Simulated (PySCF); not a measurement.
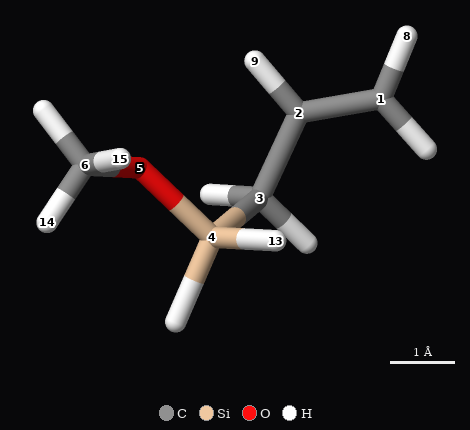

The input geometry (stick view, seen at a tilt; atoms are numbered from 1 in the order of the input). Bond lengths as drawn: C–C 1.32 to 1.49 Å, C–H 1.08 to 1.09 Å, C–O 1.39 Å, C–Si 1.90 Å, H–Si 1.47 Å and O–Si 1.62 Å.

## Run report: C₄H₁₀OSi, excited-state calculation

System: C₄H₁₀OSi, SMILES C=CC[SiH2]OC.
Method: TDDFT B3LYP/def2-SVPD, vertical, gas phase, core orbitals frozen in the response (PySCF 2.14.0).

The geometry comes from this level: GFN2-xTB. It belongs to a series of runs on one base structure; here: constitutional isomer.

What the program printed:
```
coarse grid: 13256 points
cycle   1  E = -522.7343922049  dE =  5.005e-01  |g| = 7.473e-01  |ddm| = 6.014e+00
cycle   2  E = -522.5174728588  dE =  2.169e-01  |g| = 1.278e+00  |ddm| = 2.148e+00
cycle   3  E = -522.8484989534  dE = -3.310e-01  |g| = 1.339e-01  |ddm| = 1.357e+00
cycle   4  E = -522.8519725422  dE = -3.474e-03  |g| = 5.084e-02  |ddm| = 2.411e-01
cycle   5  E = -522.8526325163  dE = -6.600e-04  |g| = 1.009e-02  |ddm| = 8.404e-02
cycle   6  E = -522.8526496254  dE = -1.711e-05  |g| = 6.102e-03  |ddm| = 1.994e-02
cycle   7  E = -522.8526596563  dE = -1.003e-05  |g| = 4.499e-04  |ddm| = 8.972e-03
cycle   8  E = -522.8526597005  dE = -4.420e-08  |g| = 1.942e-04  |ddm| = 1.119e-03
final grid: 121688 points
cycle   9  E = -522.9392805422  dE = -3.531e-05  |g| = 5.404e-03  |ddm| = 9.799e-02
cycle  10  E = -522.9392771121  dE =  3.430e-06  |g| = 6.638e-03  |ddm| = 1.712e-02
cycle  11  E = -522.9392880303  dE = -1.092e-05  |g| = 8.053e-04  |ddm| = 8.864e-03
cycle  12  E = -522.9392881714  dE = -1.411e-07  |g| = 1.837e-04  |ddm| = 1.060e-03
cycle  13  E = -522.9392881787  dE = -7.259e-09  |g| = 5.554e-05  |ddm| = 3.719e-04
cycle  14  E = -522.9392881795  dE = -8.259e-10  |g| = 2.150e-05  |ddm| = 1.438e-04
```

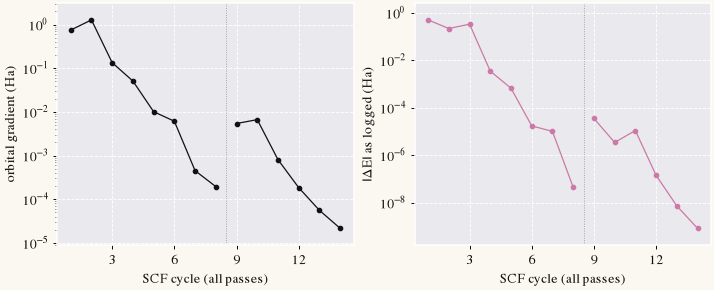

Convergence of the self-consistent field: orbital gradient and size of the energy change against the SCF cycle. The dotted line marks the change from a coarse to the final integration grid. The first 8 cycles use a coarse grid, the final grid takes over at cycle 9, and the field converges after 14 cycles in all.

```
converged SCF energy = -522.9392881795

Static polarisability (au): isotropic 80.996, principal 69.056 74.056 99.876

Singlet excitations
state   eV       nm        f      main configurations
  1   6.1820    200.6   0.14823   H->L 0.82, H->L+1 0.12
  2   6.5821    188.4   0.02570   H->L+2 0.70, H->L+1 0.17
  3   6.7835    182.8   0.00448   H-1->L 0.93
  4   6.9457    178.5   0.17997   H->L+1 0.56, H->L+2 0.11, H->L+3 0.10
  5   7.0237    176.5   0.01577   H->L+3 0.76, H->L+2 0.16
  6   7.3454    168.8   0.03955   H->L+5 0.84, H->L+4 0.13
  7   7.4536    166.3   0.01505   H->L+4 0.44, H-2->L 0.24, H->L+6 0.19
  8   7.5122    165.0   0.02873   H-2->L 0.54, H-1->L+1 0.14, H->L+6 0.09

Triplet excitations (Tamm-Dancoff, eV): 4.3657 6.2651 6.4982
```

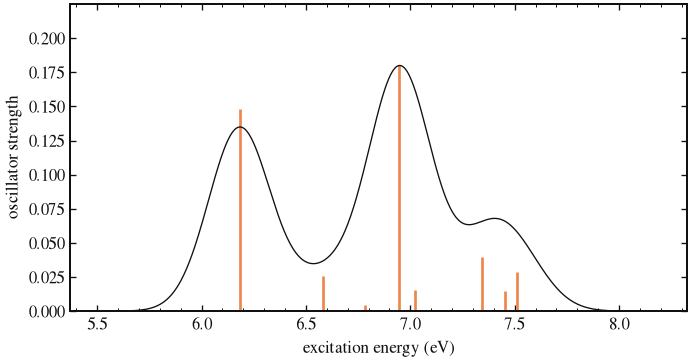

Computed excitations as sticks (degenerate states added up, dark ones marked on the axis), with a Gaussian envelope of 0.35 eV full width at half maximum, scaled to the tallest. Of the 8 states the lowest lies at 6.18 eV (f = 0.148); the strongest line is at 6.95 eV, or 179 nm (f = 0.180).

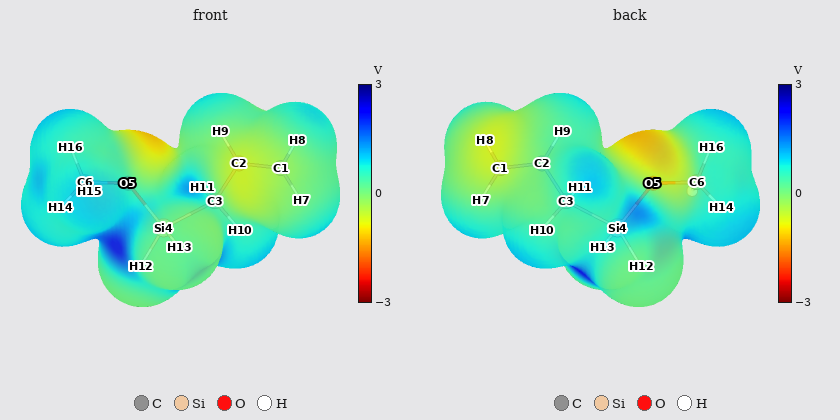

The electrostatic potential painted on the density surface at 0.004 e/bohr³, seen at a tilt and from behind; the colour scale runs from red (negative) to blue (positive). Its dipole moment is 1.02 D.

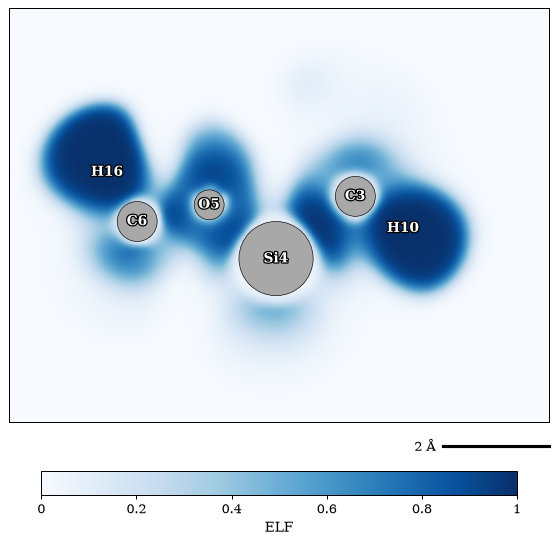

Electron localisation function on the plane of atoms Si4, C3 and H10. Grey discs, where drawn, cover atomic cores. Atoms in the plane: C, Si, O and H. C–O (1.39 Å): the ELF peaks at about 0.90 between the atoms, which marks a shared but strongly polarised pair. C–H (1.09 Å): the ELF climbs to about 1 towards the hydrogen, as it does in any bond to H (a covalent bond by its length).

This output came from the following input.

Input file:
```
{"job": {"kind": "uv", "xc": "B3LYP", "basis": "def2-SVPD", "nstates": 8, "ntriplets": 3}, "charge": 0, "multiplicity": 1}
C     -2.823942     0.459263     0.697324
C     -1.641282     0.039704     1.109891
C     -0.906332    -1.118354     0.536647
Si     0.549901    -0.557251    -0.549486
O      1.505693     0.228573     0.498285
C      2.720250     0.865489     0.244165
H     -3.357614    -0.045628    -0.091969
H     -3.312189     1.315655     1.130620
H     -1.124963     0.565234     1.902187
H     -1.574910    -1.721403    -0.075986
H     -0.533775    -1.749101     1.344147
H      1.248203    -1.708138    -1.137690
H      0.109078     0.323671    -1.636623
H      3.449288     0.162949    -0.166618
H      2.588402     1.683422    -0.468036
H      3.096592     1.264860     1.186698
```

The first line tells a small driver script what to run in PySCF; the rest is the geometry in Å.

Command:
```bash
OMP_NUM_THREADS=1 python <driver script> task.json out
```

Key numbers:

```json
{"quantity": "outcome", "value": "converged"}
{"quantity": "total energy", "value": "−522.939288 hartree"}
{"quantity": "HOMO", "value": "−6.84 eV"}
{"quantity": "LUMO", "value": "−0.13 eV"}
{"quantity": "dipole moment", "value": "1.02 D"}
{"quantity": "mean polarisability", "value": "81.00 a.u."}
{"quantity": "lowest singlet excitation", "value": "6.18 eV"}
{"quantity": "hardware", "value": "1 CPU thread, shared host"}
{"quantity": "wall time", "value": "65 s"}
{"quantity": "peak memory", "value": "0.81 GiB"}
```
